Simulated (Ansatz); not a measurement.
C₂H₅O: several calculations on one system

## 1. Relaxation

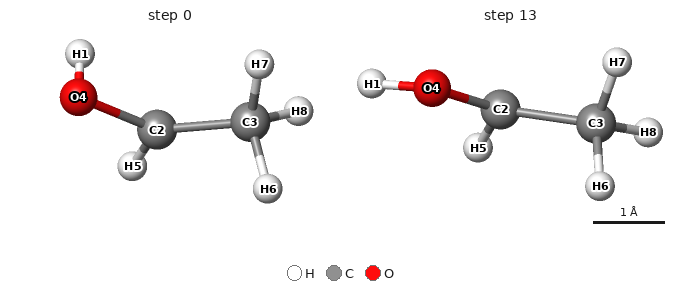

The structure of C2H5O (multiplicity 2) (started from a transition state, displaced along its imaginary mode) before (left) and after (right) a relaxation, at one scale.

A ball-and-stick model, seen from a free direction.

These are results of Ansatz, UKS PBE0-D4/def2-TZVP, not measurements. (force threshold 0.005 eV/Å; at most 200 steps)

**Describe what moved and what it gained.**

H1 moves most after the best rigid fit: 0.80 Å. By element the largest moves are H 0.80 Å, C 0.29 Å, O 0.23 Å. Near-neighbour distances that change, for instance: H1–O4 0.754 → 0.960 Å, C2–O4 1.455 → 1.366 Å, C2–C3 1.421 → 1.475 Å, C2–H5 1.060 → 1.087 Å. Among the angles between lasting bonds that change: H1–O4–C2 84.4° → 109.3°, C3–C2–H5 130.0° → 121.2°, O4–C2–H5 111.1° → 116.8°. Groups turn about C2–O4 by about 70°. After 11 accepted moves (13 points after the start) the energy has fallen by 63.9 kcal/mol. Largest force component: 17 eV/Å at the start, 0.0026 eV/Å at the end. The line search rejected the trial steps at points 7, 11 of the run.

## 2. Relaxation

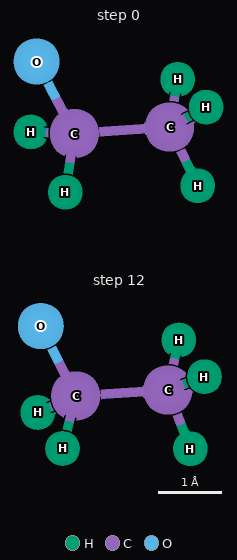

The structure of C2H5O (multiplicity 2) (started from a transition state, displaced along its imaginary mode) before (top) and after (bottom) a relaxation, at one scale.

A ball-and-stick model, seen at a tilt.

Computed with Ansatz, UKS PBE0-D4/def2-TZVP. Settings: force threshold 0.005 eV/Å; at most 200 steps.

Summarise the run.

The atom that moves furthest after the best rigid fit is an H atom (0.29 Å). By element the largest moves are H 0.29 Å, O 0.10 Å, C 0.05 Å. Among the contacts that change: C–H 1.047 → 1.109 Å, C–C 1.563 → 1.515 Å, C–H 1.144 → 1.108 Å, C–O 1.381 → 1.356 Å. Among the angles between lasting bonds that change: H–C–O 86.6° → 106.6°, O–C–H 116.2° → 107.6°, H–C–H 110.6° → 102.4°. The energy falls by 0.439 eV in 9 accepted moves (12 points after the start). Largest force component: 2.3 eV/Å at the start, 0.0022 eV/Å at the end. The line search rejected the trial steps at points 4, 6, 8 of the run.

## 3. Reaction

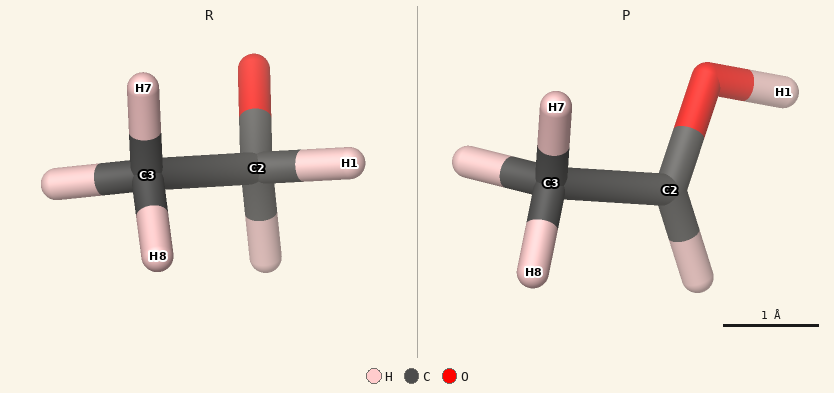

Reactant (R) and product (P) of one elementary step of C2H5O (multiplicity 2). Style: stick. Shown from a free direction.

Stationary points at PBE0-D4/def2-TZVP, single-point energies with CCSD(T)/CBS (def2-TZVPP where no basis is named; Ansatz 0.2.0). The energies are electronic, without zero-point or thermal terms, and both ends are the minima reached downhill from the saddle, with any fragments still in contact. CCSD(T)/CBS stands for a frozen-core estimate: MP2 correlation extrapolated from def2-TZVPP and def2-QZVPP, CCSD(T) minus MP2 from the smaller set.

R:
```xyz
8

H    -0.5743   -1.4020   -0.2449
C    -0.1083   -0.6107    0.3761
C     0.1366    0.6521   -0.4247
O    -0.8880   -0.4728    1.4769
H     0.8399   -1.0864    0.6945
H     0.6385    1.4018    0.1900
H    -0.8086    1.0731   -0.7724
H     0.7640    0.4449   -1.2954
```

P:
```xyz
8

H    -1.0623   -1.6295    1.2007
C     0.0636   -0.5866    0.0607
C     0.2459    0.7703   -0.4876
O    -1.0425   -0.7371    0.8473
H     0.9170   -1.2209    0.2872
H     0.4498    1.5157    0.2966
H    -0.6534    1.1010   -1.0161
H     1.0818    0.7869   -1.1887
```

What is the transition state like, and how high is the barrier?

Answer. From R over the saddle to P, a bond forms: H1–O4 (1.98 → 1.21 → 0.96 Å). A bond breaks: H1–C2 (1.11 → 1.27 → 1.91 Å). The saddle has one imaginary mode, 1953i cm⁻¹. With CCSD(T)/CBS the barrier is 1.28 eV from R and 1.78 eV from P, and P lies 0.51 eV below R.

Saddle geometry:

```xyz
8

H    -0.9315   -1.3447    0.2162
C     0.0627   -0.5713    0.3370
C     0.1892    0.6848   -0.4489
O    -0.9757   -0.6981    1.2321
H     0.9754   -1.1225    0.5828
H     0.5818    1.4847    0.1922
H    -0.7815    1.0104   -0.8263
H     0.8796    0.5566   -1.2850
```

The saddle point in the same view, with dashed sticks for the bonds that form or break:

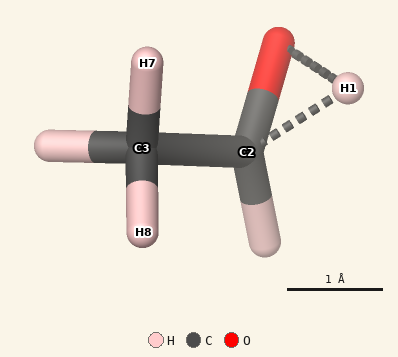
